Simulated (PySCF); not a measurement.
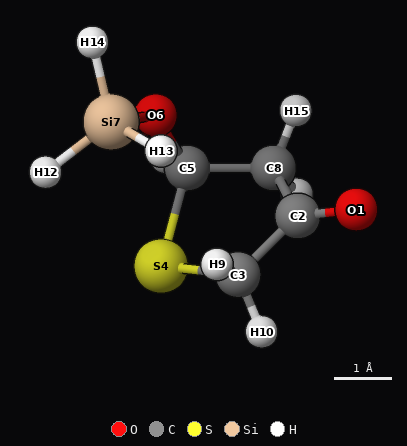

Fig. 1: The structure (ball-and-stick view, seen at a tilt; atoms are numbered from 1 in the order of the input).

# NMR shielding calculation of C4H8O2SSi

- system: C4H8O2SSi, SMILES O=C1CS[C@@H](O[SiH3])C1
- method: GIAO PBE0/pcSseg-1 NMR shielding, non-relativistic, gas phase (PySCF 2.14.0)

The geometry comes from this level: GFN2-xTB, NEB image 5 of 0 to 8. It belongs to a series of runs on one base structure; here: NEB image 5 of 0 to 8. Figures and captions count atoms from 1; the log counts them from 0 in places.

The program's output
```
coarse grid: 14728 points
cycle   1  E = -994.4618264779  dE =  1.320e+00  |g| = 9.883e-01  |ddm| = 3.767e+00
cycle   2  E = -993.9384890328  dE =  5.233e-01  |g| = 1.931e+00  |ddm| = 2.674e+00
cycle   3  E = -994.6348259255  dE = -6.963e-01  |g| = 2.189e-01  |ddm| = 2.078e+00
cycle   4  E = -994.6430987011  dE = -8.273e-03  |g| = 1.018e-01  |ddm| = 2.364e-01
cycle   5  E = -994.6447880514  dE = -1.689e-03  |g| = 2.710e-02  |ddm| = 9.152e-02
cycle   6  E = -994.6449425693  dE = -1.545e-04  |g| = 6.301e-03  |ddm| = 3.229e-02
cycle   7  E = -994.6449500451  dE = -7.476e-06  |g| = 1.902e-03  |ddm| = 6.610e-03
final grid: 133896 points
cycle   8  E = -994.7157309949  dE = -1.123e-05  |g| = 1.531e-02  |ddm| = 3.184e-02
cycle   9  E = -994.7156186451  dE =  1.123e-04  |g| = 2.888e-02  |ddm| = 3.142e-02
cycle  10  E = -994.7157731272  dE = -1.545e-04  |g| = 2.817e-03  |ddm| = 2.222e-02
cycle  11  E = -994.7157745920  dE = -1.465e-06  |g| = 3.776e-04  |ddm| = 2.507e-03
cycle  12  E = -994.7157746160  dE = -2.394e-08  |g| = 1.376e-04  |ddm| = 4.550e-04
cycle  13  E = -994.7157746197  dE = -3.675e-09  |g| = 4.256e-05  |ddm| = 1.852e-04
cycle  14  E = -994.7157746201  dE = -4.261e-10  |g| = 9.963e-06  |ddm| = 6.162e-05
```

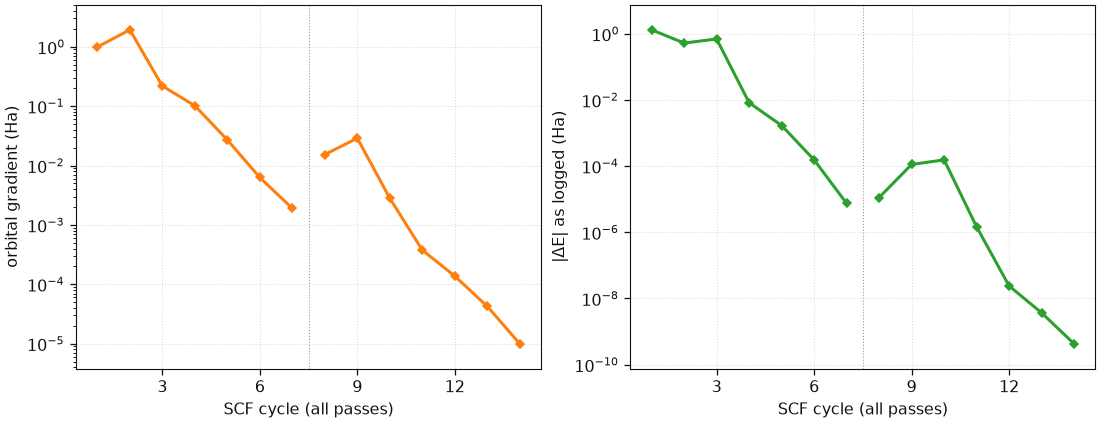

Fig. 2: Convergence of the self-consistent field: orbital gradient and size of the energy change against the SCF cycle. The dotted line marks the change from a coarse to the final integration grid. The first 7 cycles use a coarse grid, the final grid takes over at cycle 8, and the field converges after 14 cycles in all.

```
converged SCF energy = -994.7157746201

GIAO shielding tensors (ppm)
atom      isotropic    diamagn.    paramagn.     s11        s22        s33       span
  0 O     -338.331     395.699    -734.030   -953.556   -428.148    366.711   1320.267
  1 C      -30.381     247.820    -278.201   -107.770    -39.550     56.177    163.947
  2 C      145.697     256.020    -110.323    131.347    139.608    166.137     34.790
  3 S      477.624    1056.634    -579.010    318.746    357.132    756.995    438.249
  4 C      105.557     245.658    -140.101     76.702    108.845    131.123     54.421
  5 O      277.477     398.162    -120.685    222.300    265.149    344.983    122.683
  6 Si     393.541     879.498    -485.957    345.670    367.498    467.454    121.784
  7 C      131.368     252.217    -120.849    116.391    132.062    145.650     29.259
  8 H       28.024      31.367      -3.343     22.939     27.431     33.701     10.762
  9 H       28.402      29.355      -0.953     23.570     26.584     35.052     11.482
 10 H       26.087      29.723      -3.636     21.127     25.782     31.351     10.224
 11 H       26.258      29.088      -2.830     22.759     25.254     30.760      8.001
 12 H       27.099      30.155      -3.056     23.066     26.577     31.654      8.588
 13 H       27.069      29.071      -2.002     23.227     25.165     32.816      9.588
 14 H       29.026      29.934      -0.908     25.791     27.754     33.534      7.743
 15 H       29.098      29.246      -0.148     25.737     26.531     35.027      9.290
```

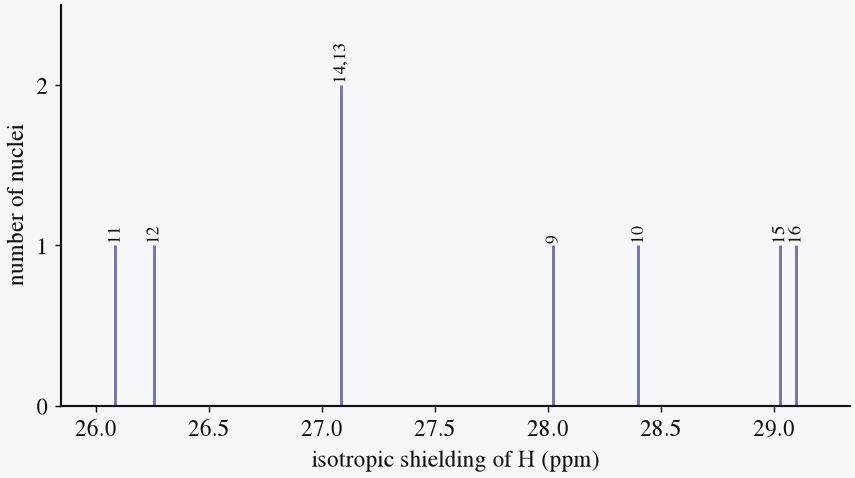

Fig. 3: Isotropic shieldings of the hydrogen nuclei in this fixed geometry, labelled by atom number; shielding grows to the right, so chemical shift grows to the left. The least shielded is H11 (26.1 ppm), the most shielded H16 (29.1 ppm).

This output came from the following input.

Input file
```
{"job": {"kind": "nmr", "xc": "PBE0", "basis": "pcSseg-1", "pop": false}, "charge": 0, "multiplicity": 1}
O     -2.288500     0.862400     1.315100
C     -1.595800     0.324300     0.498500
C     -1.124000     1.005100    -0.769600
S     -0.156700    -0.189500    -1.728100
C      0.193000    -1.202100    -0.240200
O      1.293400    -0.787400     0.462800
Si     2.215300     0.553200     0.389600
C     -1.084100    -1.096100     0.584300
H     -0.501500     1.864700    -0.513400
H     -1.967300     1.357900    -1.362000
H      0.373000    -2.222500    -0.597500
H      2.748400     0.755100    -0.955000
H      1.452300     1.748700     0.770600
H      3.202900     0.165400     1.377700
H     -0.912900    -1.384500     1.621800
H     -1.854900    -1.745700     0.160600
```

The first line tells a small driver script what to run in PySCF; the rest is the geometry in Å.

Run as:
```bash
OMP_NUM_THREADS=1 python <driver script> task.json out
```

Results in brief

| quantity | value |
| --- | --- |
| outcome | converged |
| total energy | −994.715775 hartree |
| HOMO | −7.15 eV |
| LUMO | −1.02 eV |
| dipole moment | 1.35 D |
| isotropic shielding, O | −338.3 to 277.5 ppm |
| isotropic shielding, C | −30.4 to 145.7 ppm |
| isotropic shielding, S | 477.6 ppm |
| isotropic shielding, Si | 393.5 ppm |
| isotropic shielding, H | 26.1 to 29.1 ppm |
| hardware | 1 CPU thread, shared host |
| wall time | 76 s |
| peak memory | 0.86 GiB |
